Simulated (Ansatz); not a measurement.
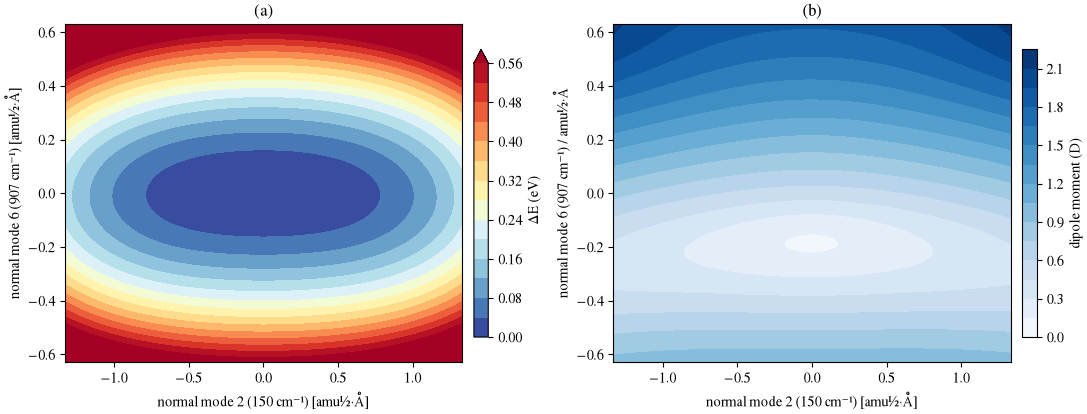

CH3Si2, SMILES [Si]#C[SiH3], spin multiplicity 2. 
- The first coordinate is: normal mode 2 (150 cm⁻¹); the second: normal mode 6 (907 cm⁻¹).
- Nothing is relaxed (straight displacements along the two mass-weighted modes).
- Grid: 9 × 9 points.
- Points are written as (first, second).
- Energies: eV, counted from the lowest grid point.
- Method: UKS PBE0-D4/def2-TZVP (Ansatz).

Panel (a) is the energy and panel (b) the computed dipole moment on the same grid.

The picture shows filled contours, one colour for all values above the top of the scale. Between grid points the surface is interpolated.

### How does the dipole moment vary over the map, and what is it at the lowest grid point?

Leaving out the highest fifth of the energies, it runs from 0.14 D at (0.000 amu½·Å, −0.158 amu½·Å) to 1.92 D at (1.331 amu½·Å, 0.473 amu½·Å). At the lowest grid point, (0.000 amu½·Å, 0.000 amu½·Å), it is 0.52 D.
